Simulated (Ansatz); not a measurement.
## Run report: SiNH5SF2, geometry relaxation (part 1 of 2)

System: SiNH5SF2.
Method: RHF/6-31G* (Ansatz 0.2.0).

It belongs to a series of runs on one base structure; here: end point A relaxed. Figures and captions count atoms from 1; the log counts them from 0 in places.

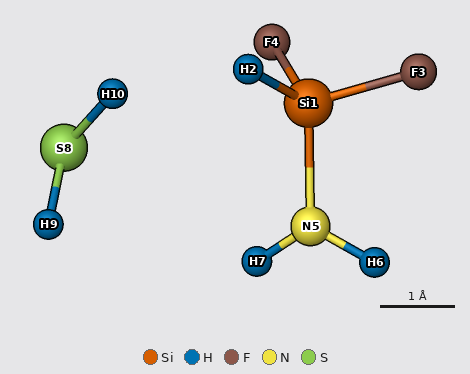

The starting structure (ball-and-stick view, seen at a tilt; atoms are numbered from 1 in the order of the input).

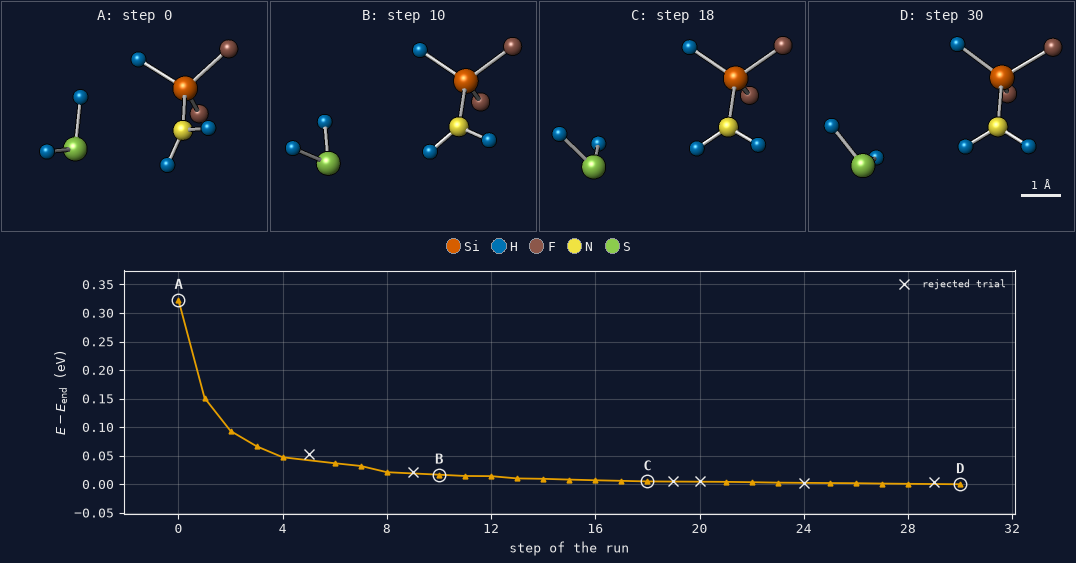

Frames of the relaxation (ball-and-stick view, seen at a tilt) above the curves, on which the letters mark them (the first geometry is step 0 here and step 1 in the log).

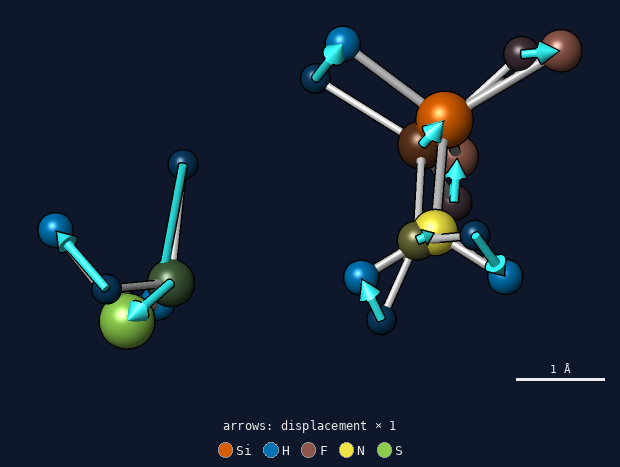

Start (faint) and end (solid) with the displacements as teal arrows, at true length (ball-and-stick view, seen at a tilt). The two geometries are laid on each other by the best rigid fit. The energy falls by 0.323 eV in 30 geometry steps. The largest force component goes from 1.3 to 0.021 eV/Å. The line search rejected the trial steps at points 5, 9, 19, 20, 24, 29 (counted from 0) and went back. The largest move after the best rigid fit is that of H10, 1.76 Å. By element the largest moves are H 1.76 Å, S 0.89 Å, F 0.53 Å, Si 0.43 Å, N 0.23 Å. Among the contacts that change: S8–H10 1.364 → 1.326 Å, Si1–F4 1.583 → 1.588 Å. Among the angles that change: H2–Si1–N5 115.7° → 111.7°, H2–Si1–F3 107.4° → 111.2°, F3–Si1–F4 107.8° → 104.7°. (Atoms are counted from 1 in the order of the input.)

The input and output of the run follow.

## Input
```yaml
crystal:
  periodic: [false, false, false]
  atoms:
    - { symbol: Si, position_ang: [0.189331, -0.185313, -0.051022] }
    - { symbol: H, position_ang: [-0.15944, 0.03666, 1.347577] }
    - { symbol: F, position_ang: [1.754665, -0.394624, -0.121024] }
    - { symbol: F, position_ang: [-0.150866, 1.172872, -0.789399] }
    - { symbol: "N", position_ang: [-0.501492, -1.548088, -0.770357] }
    - { symbol: H, position_ang: [0.080748, -2.239686, -1.1915] }
    - { symbol: H, position_ang: [-1.434374, -1.546497, -1.126362] }
    - { symbol: S, position_ang: [-3.022541, 0.29592, 0.859731] }
    - { symbol: H, position_ang: [-3.486634, -0.8501, 1.341162] }
    - { symbol: H, position_ang: [-1.965896, 0.362554, 1.720392] }
basis:
  gaussian: { orbitals: "6-31G*" }
hamiltonian:
  xc: hf
relax:
  f_tol: 0.03
  max_steps: 50
```

Command:
```bash
ansatz run input.yaml --threads 1 --pin off --max-ram 2048MiB --backend cpu --events-out ev --progress --plain --runs-dir out
```

## Log
```
The last accepted step is kept in [file] (removed where the run ends without a failure and the disk answers)
Engine: ansatz 0.2.0, aarch64-unknown-linux-gnu
Functional definition: HF
  exchange = exact_x
  correlation = 0
950 factors; integrals over basis functions are off by at most 5.3e-4 eV
mean field evaluation 1: about -25651.5621 eV, gradient 4.2e1 eV
mean field evaluation 2: about -25651.6376 eV, gradient 4.2e1 eV
mean field evaluation 4: about -25655.2524 eV, gradient 2.8e0 eV
mean field evaluation 8: about -25655.2840 eV, gradient 2.1e-1 eV
mean field -25655.28413992 eV, -942.8143023659 hartree, gradient 2.6e-5 eV, S^2 0.000000; 0 other end points of the search recorded, 0 dependent functions left out
the calculation of the forces begins
reference -25655.28413992 eV, -942.8143023659 hartree; 30, 30 occupied and 63, 63 virtual orbitals, 950 factors
relax step   1: F+E_penalty+E_count = -25655.28413992 eV  Δ(F+E_penalty+E_count) = +0.000e0 eV  max|allowed force component| = 1.254e0 eV/Å  Δτ_max = 0.0000 Å  (34 SCF iters, accepted)
these checks for a lower state are left out or cut short: starts, cluster_reference, orbital_swaps, neighbouring_geometries, increment
950 factors; integrals over basis functions are off by at most 5.7e-4 eV
mean field evaluation 16: about -25655.4557 eV, gradient 4.6e-4 eV
mean field -25655.45566526 eV, -942.8206058060 hartree, gradient 2.7e-5 eV, S^2 0.000000; 0 other end points of the search recorded, 0 dependent functions left out
[... from here on the field's lines of each further geometry are left out, up to the last ...]
relax step   2: F+E_penalty+E_count = -25655.45566526 eV  Δ(F+E_penalty+E_count) = -1.715e-1 eV  max|allowed force component| = 3.846e-1 eV/Å  Δτ_max = 0.1947 Å  (31 SCF iters, accepted)
relax step   3: F+E_penalty+E_count = -25655.51361767 eV  Δ(F+E_penalty+E_count) = -5.795e-2 eV  max|allowed force component| = 3.323e-1 eV/Å  Δτ_max = 0.2000 Å  (32 SCF iters, accepted)
relax step   4: F+E_penalty+E_count = -25655.54041619 eV  Δ(F+E_penalty+E_count) = -2.680e-2 eV  max|allowed force component| = 2.562e-1 eV/Å  Δτ_max = 0.2000 Å  (33 SCF iters, accepted)
relax step   5: F+E_penalty+E_count = -25655.55963381 eV  Δ(F+E_penalty+E_count) = -1.922e-2 eV  max|allowed force component| = 1.830e-1 eV/Å  Δτ_max = 0.2000 Å  (32 SCF iters, accepted)
relax step   6: F+E_penalty+E_count = -25655.55329387 eV  Δ(F+E_penalty+E_count) = +6.340e-3 eV  max|allowed force component| = 9.296e-1 eV/Å  Δτ_max = 0.1881 Å  (31 SCF iters, rejected (line search))
relax step   7: F+E_penalty+E_count = -25655.57009540 eV  Δ(F+E_penalty+E_count) = -1.046e-2 eV  max|allowed force component| = 9.518e-2 eV/Å  Δτ_max = 0.0941 Å  (32 SCF iters, accepted)
relax step   8: F+E_penalty+E_count = -25655.57489508 eV  Δ(F+E_penalty+E_count) = -4.800e-3 eV  max|allowed force component| = 3.173e-1 eV/Å  Δτ_max = 0.0984 Å  (32 SCF iters, accepted)
relax step   9: F+E_penalty+E_count = -25655.58579117 eV  Δ(F+E_penalty+E_count) = -1.090e-2 eV  max|allowed force component| = 1.701e-1 eV/Å  Δτ_max = 0.1500 Å  (31 SCF iters, accepted)
relax step  10: F+E_penalty+E_count = -25655.58464901 eV  Δ(F+E_penalty+E_count) = +1.142e-3 eV  max|allowed force component| = 2.090e-1 eV/Å  Δτ_max = 0.1106 Å  (32 SCF iters, rejected (line search))
relax step  11: F+E_penalty+E_count = -25655.59015004 eV  Δ(F+E_penalty+E_count) = -4.359e-3 eV  max|allowed force component| = 7.685e-2 eV/Å  Δτ_max = 0.0546 Å  (32 SCF iters, accepted)
relax step  12: F+E_penalty+E_count = -25655.59242499 eV  Δ(F+E_penalty+E_count) = -2.275e-3 eV  max|allowed force component| = 1.450e-1 eV/Å  Δτ_max = 0.0976 Å  (32 SCF iters, accepted)
relax step  13: F+E_penalty+E_count = -25655.59270128 eV  Δ(F+E_penalty+E_count) = -2.763e-4 eV  max|allowed force component| = 3.841e-1 eV/Å  Δτ_max = 0.1256 Å  (32 SCF iters, accepted)
relax step  14: F+E_penalty+E_count = -25655.59671092 eV  Δ(F+E_penalty+E_count) = -4.010e-3 eV  max|allowed force component| = 1.148e-1 eV/Å  Δτ_max = 0.0636 Å  (33 SCF iters, accepted)
relax step  15: F+E_penalty+E_count = -25655.59736839 eV  Δ(F+E_penalty+E_count) = -6.575e-4 eV  max|allowed force component| = 1.125e-1 eV/Å  Δτ_max = 0.0211 Å  (34 SCF iters, accepted)
relax step  16: F+E_penalty+E_count = -25655.59875167 eV  Δ(F+E_penalty+E_count) = -1.383e-3 eV  max|allowed force component| = 1.855e-1 eV/Å  Δτ_max = 0.0992 Å  (32 SCF iters, accepted)
relax step  17: F+E_penalty+E_count = -25655.59991384 eV  Δ(F+E_penalty+E_count) = -1.162e-3 eV  max|allowed force component| = 1.883e-1 eV/Å  Δτ_max = 0.0498 Å  (32 SCF iters, accepted)
relax step  18: F+E_penalty+E_count = -25655.60094037 eV  Δ(F+E_penalty+E_count) = -1.027e-3 eV  max|allowed force component| = 1.468e-1 eV/Å  Δτ_max = 0.0637 Å  (33 SCF iters, accepted)
relax step  19: F+E_penalty+E_count = -25655.60193934 eV  Δ(F+E_penalty+E_count) = -9.990e-4 eV  max|allowed force component| = 1.118e-1 eV/Å  Δτ_max = 0.0545 Å  (33 SCF iters, accepted)
relax step  20: F+E_penalty+E_count = -25655.60161168 eV  Δ(F+E_penalty+E_count) = +3.277e-4 eV  max|allowed force component| = 2.554e-1 eV/Å  Δτ_max = 0.1165 Å  (32 SCF iters, rejected (line search))
relax step  21: F+E_penalty+E_count = -25655.60159745 eV  Δ(F+E_penalty+E_count) = +3.419e-4 eV  max|allowed force component| = 1.435e-1 eV/Å  Δτ_max = 0.0583 Å  (33 SCF iters, rejected (line search))
relax step  22: F+E_penalty+E_count = -25655.60269931 eV  Δ(F+E_penalty+E_count) = -7.600e-4 eV  max|allowed force component| = 1.711e-2 eV/Å  Δτ_max = 0.0279 Å  (34 SCF iters, accepted)
relax step  23: F+E_penalty+E_count = -25655.60329247 eV  Δ(F+E_penalty+E_count) = -5.932e-4 eV  max|allowed force component| = 1.640e-1 eV/Å  Δτ_max = 0.0977 Å  (32 SCF iters, accepted)
relax step  24: F+E_penalty+E_count = -25655.60410181 eV  Δ(F+E_penalty+E_count) = -8.093e-4 eV  max|allowed force component| = 8.300e-2 eV/Å  Δτ_max = 0.0370 Å  (33 SCF iters, accepted)
relax step  25: F+E_penalty+E_count = -25655.60390726 eV  Δ(F+E_penalty+E_count) = +1.945e-4 eV  max|allowed force component| = 1.618e-1 eV/Å  Δτ_max = 0.0898 Å  (32 SCF iters, rejected (line search))
relax step  26: F+E_penalty+E_count = -25655.60478290 eV  Δ(F+E_penalty+E_count) = -6.811e-4 eV  max|allowed force component| = 1.385e-2 eV/Å  Δτ_max = 0.0438 Å  (33 SCF iters, accepted)
relax step  27: F+E_penalty+E_count = -25655.60505465 eV  Δ(F+E_penalty+E_count) = -2.718e-4 eV  max|allowed force component| = 1.423e-1 eV/Å  Δτ_max = 0.0976 Å  (32 SCF iters, accepted)
relax step  28: F+E_penalty+E_count = -25655.60569662 eV  Δ(F+E_penalty+E_count) = -6.420e-4 eV  max|allowed force component| = 4.934e-2 eV/Å  Δτ_max = 0.0078 Å  (25 SCF iters, accepted)
relax step  29: F+E_penalty+E_count = -25655.60613798 eV  Δ(F+E_penalty+E_count) = -4.414e-4 eV  max|allowed force component| = 2.643e-2 eV/Å  Δτ_max = 0.0432 Å  (32 SCF iters, accepted)
relax step  30: F+E_penalty+E_count = -25655.60286845 eV  Δ(F+E_penalty+E_count) = +3.270e-3 eV  max|allowed force component| = 3.161e-1 eV/Å  Δτ_max = 0.1730 Å  (32 SCF iters, rejected (line search))
the calculation of the forces begins
reference -25655.60688125 eV, -942.8261628912 hartree; 30, 30 occupied and 63, 63 virtual orbitals, 950 factors
relax step  31: F+E_penalty+E_count = -25655.60688125 eV  Δ(F+E_penalty+E_count) = -7.433e-4 eV  max|allowed force component| = 2.073e-2 eV/Å  Δτ_max = 0.0847 Å  (32 SCF iters, accepted)
950 factors; integrals over basis functions are off by at most 5.8e-4 eV
mean field evaluation 224: about -25652.0107 eV, gradient 4.2e1 eV
mean field -25655.60688125 eV, -942.8261628912 hartree, gradient 1.7e-5 eV, S^2 0.000000; 1 other end points of the search recorded, 0 dependent functions left out
the calculation of the forces begins
reference -25655.60688125 eV, -942.8261628912 hartree; 30, 30 occupied and 63, 63 virtual orbitals, 950 factors
Total energy: -25655.60688125 eV, -942.8261628912 hartree
Atom 0 at     0.588076    -0.340996    -0.046921 Å, force    -0.008633    -0.011270     0.007243 eV/Å
Atom 1 at     0.412450    -0.492035     1.392822 Å, force     0.007094    -0.000889    -0.013939 eV/Å
Atom 2 at     2.104127    -0.528046    -0.461359 Å, force    -0.004287     0.004282     0.002879 eV/Å
Atom 3 at     0.260632     1.174311    -0.391931 Å, force    -0.003153    -0.002801     0.001124 eV/Å
Atom 4 at    -0.322098    -1.470300    -0.908218 Å, force    -0.003477     0.004620    -0.001758 eV/Å
Atom 5 at    -0.104233    -1.723601    -1.848701 Å, force    -0.007761    -0.000583     0.016910 eV/Å
Atom 6 at    -1.270790    -1.665189    -0.666055 Å, force     0.020728     0.004607    -0.013211 eV/Å
Atom 7 at    -3.612380    -0.349813     0.965137 Å, force    -0.001542     0.007474     0.012613 eV/Å
Atom 8 at    -3.428604    -0.444110     2.275267 Å, force    -0.001159    -0.000351    -0.007197 eV/Å
Atom 9 at    -3.323680     0.943479     0.909156 Å, force     0.002190    -0.005089    -0.004663 eV/Å
Dipole moment:    -0.407865    -0.133793     0.161567 e Å
```

## Trajectory as extended XYZ (Å, eV, eV/Å), 21 of the 31 frames kept, from step=1 to step=31
```
10
Properties=species:S:1:pos:R:3:forces:R:3 step=1 energy=-25655.28414
Si    0.1893   -0.1853   -0.0510    0.2011  -0.0086   0.1154
H    -0.1594    0.0367    1.3476    0.4032  -0.0949  -0.0999
F     1.7547   -0.3946   -0.1210    0.1318  -0.0185  -0.0708
F    -0.1509    1.1729   -0.7894    0.0356  -0.0349  -0.0650
N    -0.5015   -1.5481   -0.7704   -0.0632   0.0803  -0.0677
H     0.0807   -2.2397   -1.1915   -0.0114  -0.0033  -0.0501
H    -1.4344   -1.5465   -1.1264    0.1050  -0.0569   0.0566
S    -3.0225    0.2959    0.8597    0.4347   0.1306   0.7394
H    -3.4866   -0.8501    1.3412    0.0171   0.0216   0.0406
H    -1.9659    0.3626    1.7204   -1.2540  -0.0154  -0.5985
10
Properties=species:S:1:pos:R:3:forces:R:3 step=3 energy=-25655.51362
Si    0.3335   -0.2071   -0.0902    0.0300  -0.0214   0.0336
H     0.0699   -0.0016    1.3281    0.0101  -0.0074   0.0128
F     1.8906   -0.4380   -0.2610   -0.0109  -0.0081  -0.0528
F    -0.0398    1.1559   -0.8045    0.0485  -0.0201  -0.0247
N    -0.4318   -1.5447   -0.7853    0.0424   0.0229  -0.0484
H     0.1066   -2.2412   -1.2559   -0.0412   0.0244  -0.0190
H    -1.3874   -1.5299   -1.0732    0.0645  -0.0090   0.0527
S    -3.2792    0.3056    0.9187    0.0645  -0.2763   0.3323
H    -3.6377   -0.8825    1.4132    0.0200   0.2509  -0.1217
H    -2.3212    0.4872    1.8293   -0.2279   0.0441  -0.1648
10
Properties=species:S:1:pos:R:3:forces:R:3 step=4 energy=-25655.54042
Si    0.4018   -0.2199   -0.1101    0.0277  -0.0487  -0.0317
H     0.1683   -0.0228    1.3166    0.0028  -0.0002  -0.0226
F     1.9547   -0.4538   -0.3313   -0.1231   0.0144  -0.0054
F     0.0085    1.1426   -0.8150    0.0677   0.0114   0.0132
N    -0.3880   -1.5477   -0.7978    0.0525  -0.0523  -0.0593
H     0.1313   -2.2362   -1.3033   -0.0754   0.0721   0.0233
H    -1.3569   -1.5357   -1.0409    0.1025   0.0047   0.0615
S    -3.3847    0.3046    0.9448    0.0781  -0.2158   0.2562
H    -3.7368   -0.8786    1.4505    0.0235   0.2043  -0.0889
H    -2.4946    0.5512    1.9058   -0.1564   0.0102  -0.1464
10
Properties=species:S:1:pos:R:3:forces:R:3 step=5 energy=-25655.55963
Si    0.4711   -0.2292   -0.1343   -0.1032   0.0458   0.0443
H     0.2469   -0.0304    1.2925   -0.0459   0.0103   0.0045
F     2.0086   -0.5034   -0.3653    0.1830  -0.0161  -0.0478
F     0.1186    1.1478   -0.8336    0.0346   0.0324   0.0131
N    -0.3491   -1.5326   -0.8210   -0.0013   0.0229   0.0573
H     0.1348   -2.2061   -1.3707    0.0501  -0.0746  -0.0928
H    -1.3285   -1.5174   -0.9969   -0.1004  -0.0227   0.0191
S    -3.4685    0.2159    0.9454    0.0143   0.1308  -0.1629
H    -3.8542   -0.8742    1.5824   -0.0523  -0.1527   0.1102
H    -2.6763    0.6334    1.9208    0.0210   0.0239   0.0551
```
